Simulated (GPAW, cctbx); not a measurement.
## How far are the atoms of Cu2Rh2Au from free atoms?

Question: by how much does bonding change the X-ray structure factors of Cu2Rh2Au, how firmly does DFT give the change, and what does a routine refinement make of it?

The start was made by putting kin elements into a known structure type; the compound need not exist, or be stable, in this form. All numbers below are calculated.

**1. Relax the structure**

The density hangs on the geometry, so cell and atoms are relaxed first, with the symmetry held. The cutoff is set higher than for the density because stress converges slowly with plane waves.

Settings: GPAW 26.7.0, PBE, 570 eV, 6×6×4 k-points (along the axes of the calculation cell), Fermi–Dirac width 0.1 eV, BFGS to 0.03 eV/Å.

```text
cell
1.0
     4.007000000    0.000000000    0.000000000
    -2.003500000    3.470163793    0.000000000
     0.000000000    0.000000000    5.015000000
Au Rh Cu
1 2 2
Direct
0.000000000 0.000000000 0.000000000
0.333333333 0.666666667 0.674900000
0.666666667 0.333333333 0.325100000
0.333333333 0.666666667 0.193300000
0.666666667 0.333333333 0.806700000
```

```console
$ OMP_NUM_THREADS=1 mpirun -n 4 gpaw python run.py > gpaw.log
```

```text
BFGS:    0      -22.619586        2.265318
BFGS:    1      -22.830126        1.828260
BFGS:    2      -23.334131        0.613995
BFGS:    3      -23.368205        0.541141
...
BFGS:   14      -23.469505        0.050168
BFGS:   15      -23.469837        0.036331
BFGS:   16      -23.469965        0.016500
cell  4.1871 4.1871 5.1255  90.00 90.00 120.00
volume 77.821 A^3, largest force 0.010 eV/A, largest stress 0.17 GPa
```

After 16 steps the volume has changed by +11.6 % and the energy by -0.850 eV; the largest stress left is 0.17 GPa. It took 2.9 min on 4 cores of Intel(R) Xeon(R) Platinum 8488C (Sapphire Rapids) (shared host), peak memory 1.2 GiB.

Relaxed structure: P-3m1 (no. 164), a = 4.1871 Å, b = 4.1871 Å, c = 5.1255 Å, α = 90.00°, β = 90.00°, γ = 120.00°.

```
atom  mult.    x    y       z
 Au1      1    0    0       0
 Rh1      2  1/3  2/3  0.6321
 Cu1      2  1/3  2/3  0.1502
```

**2. Density and charge transfer**

X-rays see the whole electron density, so the PAW density is rebuilt with its core regions. Subtracting spherical free atoms from the same code cancels the cores and leaves the deformation density Δρ, the part due to bonding.

Settings: PBE, 450 eV, 7×7×5 k-points (along the axes of the calculation cell), Fermi–Dirac width 0.1 eV; primitive cell of 5 atoms.

```console
$ OMP_NUM_THREADS=1 mpirun -n 4 gpaw python run.py > gpaw.log
```

```text
|iter:   1|       0s |  -27.579750 | +0.06 |       |
|iter:   2|       1s |  -25.076004 | -1.37 | -0.97 |
|iter:   3|       2s |  -24.062398 | -1.99 | -1.12 |
...
|iter:  10|       9s |  -23.229577c| -5.92 | -3.85 |
|iter:  11|      10s |  -23.229584c| -6.78 | -4.59c|
|iter:  12|      11s |  -23.229584c| -7.58c| -5.01c|
```

```text
grid (42, 42, 54)  electrons 227.000  moved by bonding 1.234 e
deformation density beyond 0.5 A of the nuclei: max 0.111, min -0.311 e/A^3
atom        x       y       z   Voronoi charge  moment
Au1    0.0000  0.0000  0.0000      0.143       0.00
Rh2    0.3333  0.6667  0.6321     -0.032       0.00
Rh3    0.6667  0.3333  0.3679     -0.032       0.00
Cu4    0.3333  0.6667  0.1502     -0.040       0.00
Cu5    0.6667  0.3333  0.8498     -0.040       0.00
mean inner potential of superposed free atoms 24.579 V
total magnetic moment 0.000 muB
```

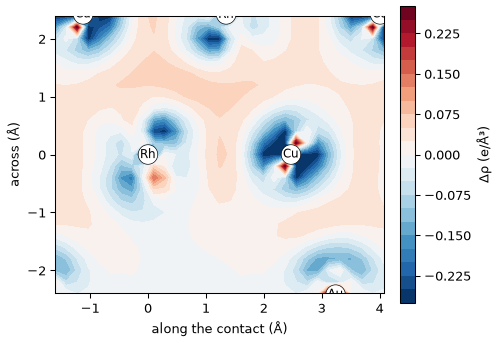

Deformation density in a plane through the shortest contact of the Rh atom at the origin; red gains electrons, blue loses them.

Cu gains most (-0.04 e) and Au loses most (+0.14 e), which isn't the order of electronegativity: valence and coordination count too, and Voronoi cells cut space at the midplane whatever the atoms' sizes. Along the shortest contact from the Rh atom at the map's origin, Rh–Cu at 2.47 Å, Δρ is +0.06 e/Å³ at the midpoint: little piles up between the atoms, as is usual in a metallic crystal, which this run finds. At the midpoints of other shortest contacts it is +0.04 (Au–Cu, 2.54 Å), +0.07 (Rh–Rh, 2.77 Å), +0.03 (Cu–Cu, 2.87 Å) and +0.03 (Au–Rh, 3.07 Å) e/Å³. Point values carry grid noise of about 0.01 e/Å³. The run needed 12 iterations, 18 s.

**3. Structure factors**

The Fourier components of Δρ, added to those of the free atoms, give the static X-ray structure factors; the Mott–Bethe relation turns them into the Fourier components V of the potential that fast electrons feel.

```text
static structure factors of the conventional cell: F in electrons, V (Mott-Bethe) in volts
   h  k  l      d  |F| table  |F| free   |F| DFT   change   |V| free  |V| DFT  change %
   0  0  1  5.1255    50.585    50.485    50.289   -0.195     2.808    3.109     10.8
   1  0  0  3.6261     6.835     6.888     6.823   -0.066     1.462    1.412     -3.5
   1  0  1  2.9602    94.773    94.845    94.780   -0.065     7.407    7.440      0.5
   1  0 -1  2.9602    67.090    66.982    66.790   -0.192     4.399    4.498      2.3
   0  0  2  2.5627    46.438    46.498    46.467   -0.030     2.496    2.508      0.5
   1  1  0  2.0935   176.080   175.618   174.880   -0.737    13.264   13.455      1.4
   1  0  2  2.0928    20.832    20.586    20.267   -0.320     3.292    3.374      2.5
   1  0 -2  2.0928   168.817   168.370   167.640   -0.730    12.647   12.836      1.5
   1  1  1  1.9381    43.404    43.202    43.015   -0.187     2.013    2.054      2.1
   2  0  0  1.8131     8.581     8.697     8.974    0.277     0.716    0.769      7.5
   2  0  1  1.7093    57.669    57.494    57.245   -0.249     3.099    3.142      1.4
   2  0 -1  1.7093    80.534    80.729    80.770    0.041     4.899    4.891     -0.1
   0  0  3  1.7085    70.970    71.157    71.208    0.050     4.156    4.148     -0.2
   1  1  2  1.6213    41.238    41.251    41.277    0.026     1.812    1.808     -0.2
```

The largest X-ray change is -0.74 e on 110, 0.4 % of |F|. For electrons V goes as (Z − F)/g², so a change of F counts against Z − F, which is small at low angle and wherever the atoms' terms cancel: |V| of 001 moves by +10.8 % (2.81 to 3.11 V) against -0.4 % in |F|. The tabulated Hartree–Fock atoms differ from the free DFT atoms by up to 0.46 e, so the choice of reference atom matters too.

**4. Which functional?**

The same geometry is run with other functionals, to see whether the bonding signal is larger than the spread between approximations. Free atoms are LDA for LDA and PBE otherwise; meta-GGAs and hybrids keep PBE cores. Any other changed setting is in the row's label.

```
   run  ΔF 110 (e)  ΔF 1 0 -2 (e)  ΔF 102 (e)  q(Cu) (e)  moved (e)  time
   PBE      -0.737         -0.730      -0.320     -0.040      1.234  18 s
   LDA      -0.749         -0.744      -0.327     -0.040      1.237  18 s
r2SCAN      -0.637         -0.635      -0.295     -0.023      1.167  40 s
```

At the base's settings ΔF(110) spans -0.749 to -0.637 e, a spread of 15 % of the PBE value; over the three listed reflections the spread is at most 15 %, so sign and size hold across the functionals. Times are from shared hosts.

**5. What a spherical-atom refinement makes of it**

Routine crystallography fits spherical atoms. To see the bias, intensities are simulated from tabulated atoms plus the DFT change ΔF, so that bonding alone can misfit (2642 reflections of the full sphere, merged to the counts below, to 0.5 Å, 1.5 % proportional noise plus counting noise, assumed isotropic U as listed, Δρ smeared by the mean U) and refined with cctbx over different ranges.

| range | data | R1 | GooF | U Au1 (true 0.0065) | U Rh1 (true 0.0081) | U Cu1 (true 0.0095) | largest shift (Å) | Δρ max, min (e/Å³) |
| --- | --- | --- | --- | --- | --- | --- | --- | --- |
| all data | 284 | 0.0041 | 0.95 | 0.0065 | 0.0081 | 0.0095 | 0.0002 | 0.44, -0.83 |
| low resolution, d > 0.84 | 68 | 0.0031 | 0.87 | 0.0063 | 0.0079 | 0.0093 | 0.0004 | 0.17, -0.23 |
| high order, d < 0.75 | 192 | 0.0045 | 0.92 | 0.0065 | 0.0081 | 0.0095 | 0.0002 | 0.38, -0.52 |
| occupancies free, d > 0.7 | 109 | 0.0033 | 0.91 | 0.0064 | 0.0080 | 0.0091 | 0.0004 | 0.19, -0.30 |

With all data GooF is 0.95, so at this noise the bonding hardly shows; the top residual peak, near noise level, lies 1.24 Å from Cu and 1.44 Å from Rh, between them. No U is off by more than 3 s.u. at low resolution. With Au1 held at 1 and the scale free, the other occupancies refine to Rh1 0.998(0.001) and Cu1 0.995(0.002), within three s.u. of full.

**6. Answer**

Bonding moves 1.23 e in the primitive cell of Cu2Rh2Au and changes the structure factors of the conventional cell in the table above by at most 0.74 e (110, 0.4 %), and among reflections above 2 % of the strongest by up to 3.2 % (200). The shortest bond, Rh–Cu, has Δρ = +0.06 e/Å³ at its midpoint, with no localised bond charge. At the base's settings ΔF(110) spans -0.749 to -0.637 e, a spread of 15 % of the PBE value; over the three listed reflections the spread is at most 15 %, so sign and size hold across the functionals. With all data GooF is 0.95, so at this noise the bonding hardly shows. Limits: static density, frozen cores, no spin–orbit coupling.

[Outputs are excerpts: Python notices, other lines and further rows are left out; steps that failed or that the build refused (PBEsol, TPSS) are not shown.]

[Logs are printed without paths, hosts, clocks, repeated set-up lines and the standing remarks that a program may print on its own settings, such as how far it seeks lower states.]
